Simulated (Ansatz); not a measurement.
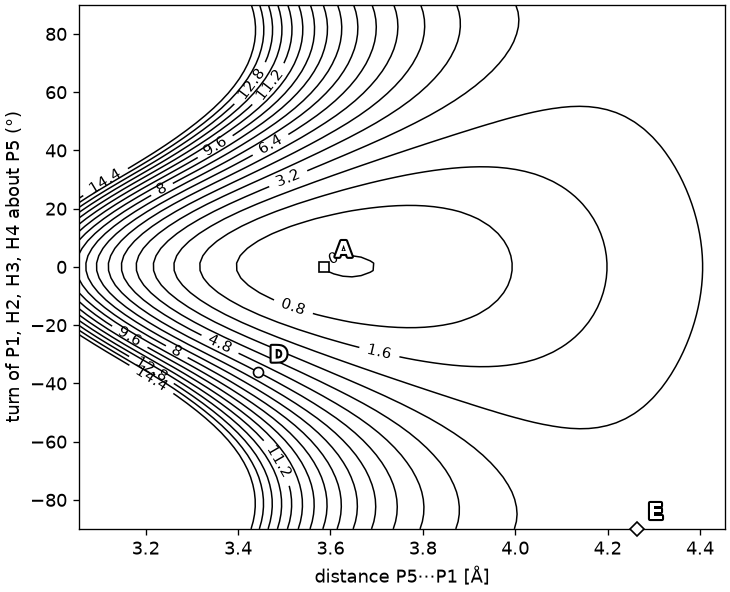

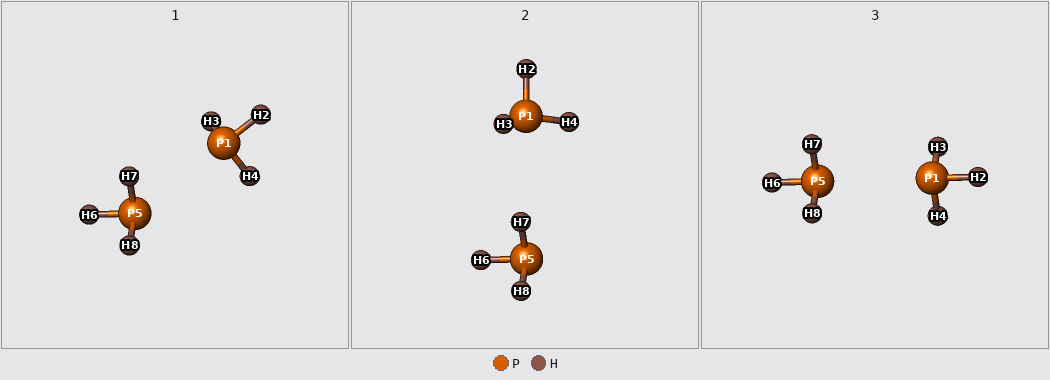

The pair H₃P···H₃P. The turn is about an axis along (−0.71, 0.68, −0.18) in the frame of the relaxed pair, normal to the line between the partners. The first coordinate is: distance P5···P1; the second: turn of P1, H2, H3, H4 about P5. Grid: 11 × 11 points. Points are written as (first, second). Energies are in kJ/mol, from the lowest grid point. Computed with RHF-MP2, frozen core/def2-TZVPD (Ansatz).

Drawn: contour lines labelled in kJ/mol (none above 14.4), lettered points. Between grid points the surface is interpolated. The numbered pictures are the structures at these points, in random order.

Which structure belongs to which point?

A is structure 3: (3.585 Å, 0°), 0.0 kJ/mol; D is structure 1: (3.443 Å, −36°), 5.6 kJ/mol; E is structure 2: (4.263 Å, −90°), 2.8 kJ/mol.
